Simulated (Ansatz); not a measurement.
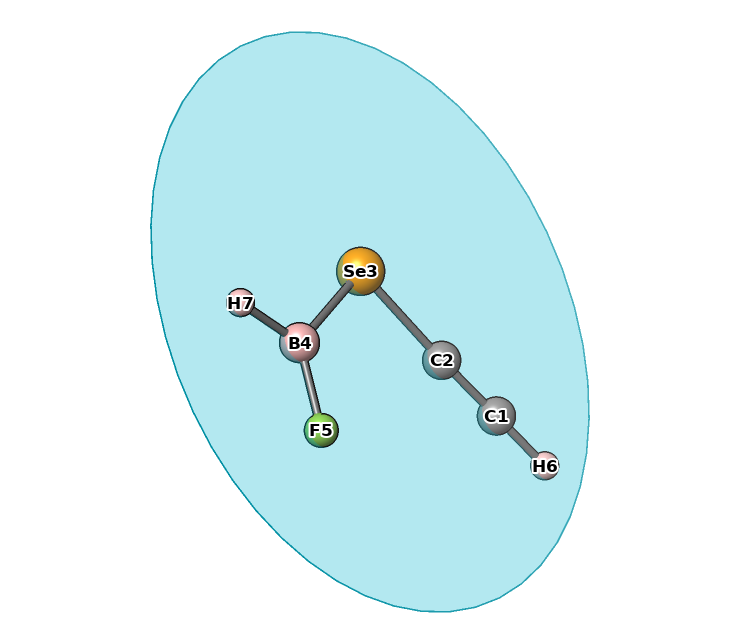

A disc through the centre of mass is drawn in. Atoms fade into the background with distance from the viewer. The computed structure is the end point of a PBE0-D4/def2-TZVP optimisation.

Q: Is the plane of the disc a mirror plane of the structure?

A: Yes. The reflection leaves C1, C2, Se3, B4, F5, H6, H7 in place. The point group is Cs.
